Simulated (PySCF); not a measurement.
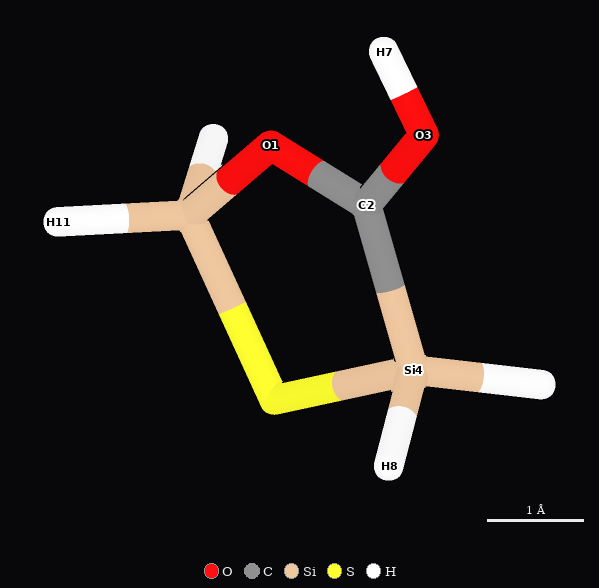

Figure 1. The structure as given in the input (stick view, seen at a tilt; atoms are numbered from 1 in the order of the input).

CH$_{5}$O$_{2}$SSi$_{2}$: EPR calculation

- system: CH$_{5}$O$_{2}$SSi$_{2}$, multiplicity 2
- method: UKS B3LYP, pcH-1 on C H O S Si, non-relativistic, mean-field spin-orbit, GIAO (PySCF 2.14.0)

It belongs to a series of runs on one base structure; here: H removed from Si.

What the program printed
```
UKS, coarse grid
  cycle   1  E = -1168.67008837  |g| = 6.39e-01
  cycle   2  E = -1168.49150837  |g| = 9.56e-01
  cycle   3  E = -1168.80246655  |g| = 8.43e-02
  cycle   4  E = -1168.80452989  |g| = 4.46e-02
  cycle   5  E = -1168.80530697  |g| = 1.26e-02
  cycle   6  E = -1168.80535062  |g| = 6.14e-03
  cycle   7  E = -1168.80536446  |g| = 9.07e-04
  cycle   8  E = -1168.80536645  |g| = 3.11e-04
UKS, final grid
  cycle   1  E = -1168.80535927  |g| = 3.48e-04
  cycle   2  E = -1168.80535923  |g| = 4.70e-04
  cycle   3  E = -1168.80535933  |g| = 4.10e-05
  cycle   4  E = -1168.80535934  |g| = 2.22e-05
E = -1168.80535934 Eh   <S^2> = 0.7534 (exact 0.7500)
g shifts (ppm)      1          2          3
  rmc          -213       -213       -213
  gc            -10         42         38
  oz_so          29       2160       2562
  total        -194       1989       2386
hyperfine (MHz)  atom isotope    a_iso     a_fc   dipolar eigenvalues
    0   17O     -13.20     -13.21    -47.24     23.33     23.91
    1   13C      75.12      75.15    -70.63    -69.96    140.59
    2   17O     -19.01     -19.07    -58.95     27.88     31.07
    3  29Si      49.41      49.46     -5.21     -0.41      5.62
    4   33S      -0.07      -0.07     -0.87     -0.41      1.28
    5  29Si       5.28       5.27     -0.58     -0.17      0.76
    6    1H     -11.69     -11.73    -11.37     -8.21     19.58
    7    1H      51.46      51.46     -3.41     -2.04      5.45
    8    1H      51.78      51.78     -3.41     -2.04      5.44
    9    1H       5.60       5.60     -1.86     -1.77      3.63
   10    1H       5.59       5.59     -1.87     -1.77      3.63
```

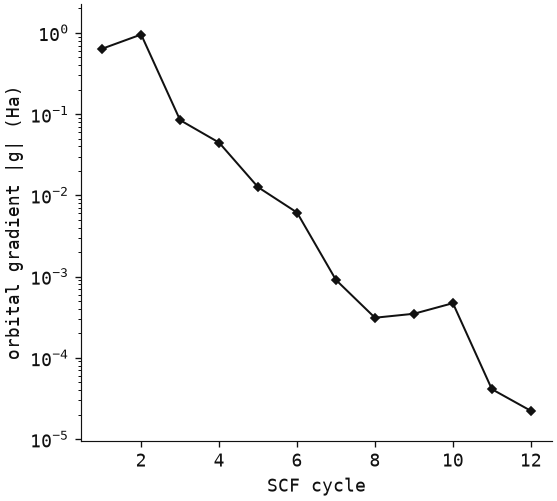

Figure 2. Convergence of the self-consistent field: orbital gradient |g| against the SCF cycle. All cycles printed in the log are drawn one after another.

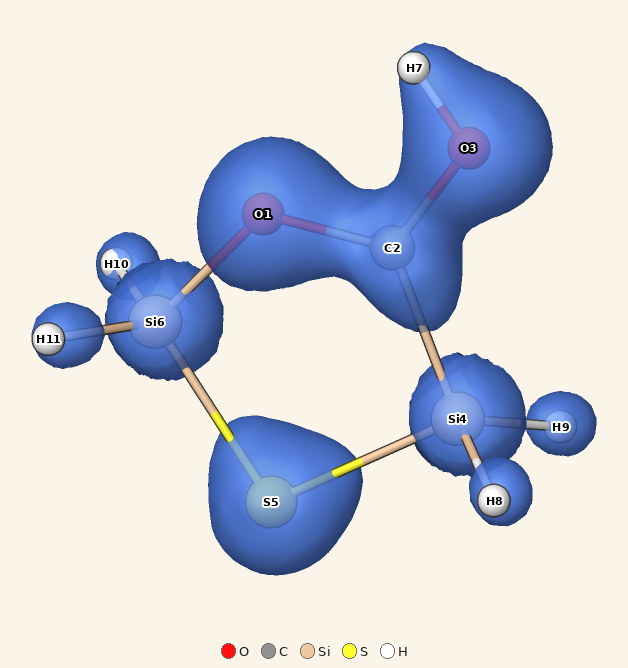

Figure 3. Isosurface of the electron density at 1 e/Å³ (blue), seen at a tilt. At this value the surface falls into eight separate pieces. It is pinched off along the Si–O (1.64 Å), C–Si (1.84 Å) and Si–S (2.13 Å) contacts. On the grid the lowest density along these lines, outside the cores, is 1.6 e/Å³ (C–O, 1.35 Å), 0.85 e/Å³ (Si–O, 1.64 Å), 0.77 e/Å³ (C–Si, 1.84 Å) and 0.59 e/Å³ (Si–S, 2.13 Å).

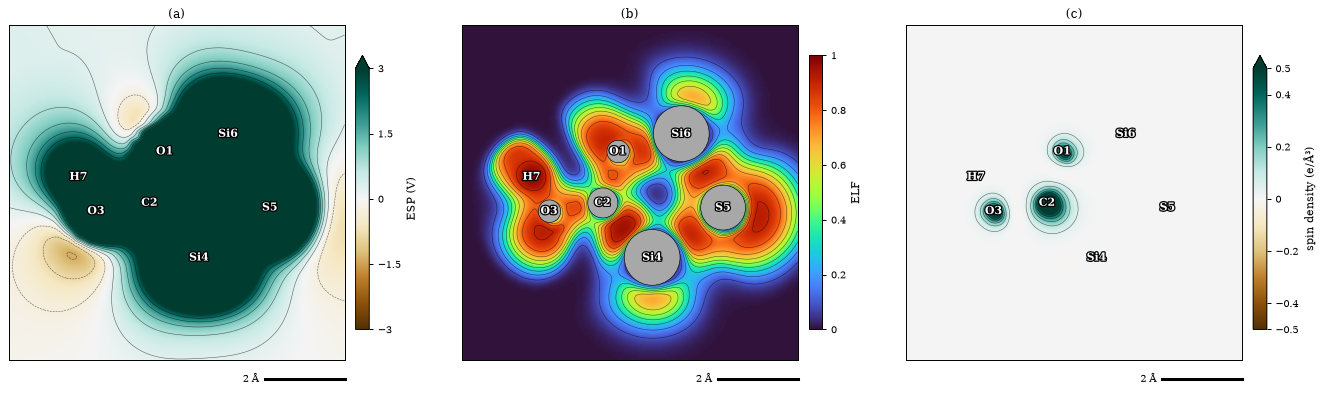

Figure 4. (a) electrostatic potential; (b) ELF; (c) spin density (α minus β) on the plane of atoms O1, Si6 and S5. Grey discs, where drawn, cover atomic cores. Si–O (1.64 Å): the ELF peaks at about 0.85 between the atoms, which marks a shared but strongly polarised pair. Si–S (2.13 Å): the ELF peaks at about 0.90 between the atoms, which marks localised, shared-pair bonding. O–H (0.97 Å): the ELF climbs to about 1 towards the hydrogen, as it does in any bond to H; a covalent bond by its length. The unpaired spin (1 electron) lies mostly on C2 (about 0.5), O3 (about 0.2), O1 (about 0.1) and Si4 (about 0.1), in electrons by Hirshfeld's partition.

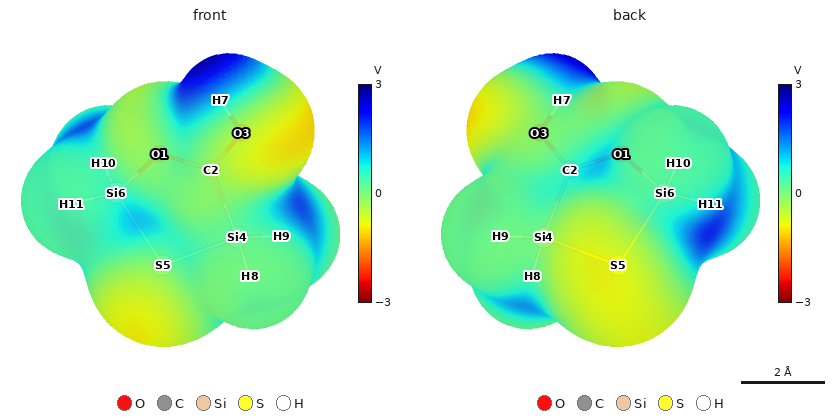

Figure 5. The electrostatic potential painted on the density surface at 0.002 e/bohr³, seen at a tilt and from behind; the colour scale runs from red (negative) to blue (positive).

This output came from the following input.

Input file
```
{"job": {"kind": "epr", "basis": "pcH-1"}, "charge": 0, "multiplicity": 2}
O      0.096066     1.161794     0.542392
C      0.956431     0.139115     0.387098
O      2.262358     0.447646     0.560928
Si     0.361824    -1.552299    -0.036979
S     -1.759102    -1.083369    -0.106126
Si    -1.529625     0.980075     0.369594
H      2.337710     1.387767     0.776597
H      0.548891    -2.565437     1.000025
H      0.741068    -2.044235    -1.360210
H     -1.906673     1.832026    -0.743053
H     -2.103524     1.299588     1.663610
```

The first line tells a small driver script what to run in PySCF; the rest is the geometry in Å.

Command:
```bash
OMP_NUM_THREADS=1 python <driver script> task.json out
```

Summary

```csv
quantity,value
outcome,converged
total energy,−1168.805359 hartree
⟨S²⟩,0.753
isotropic g,2.0037
hardware,"1 CPU thread, shared host"
wall time,59 s
peak memory,0.77 GiB
```
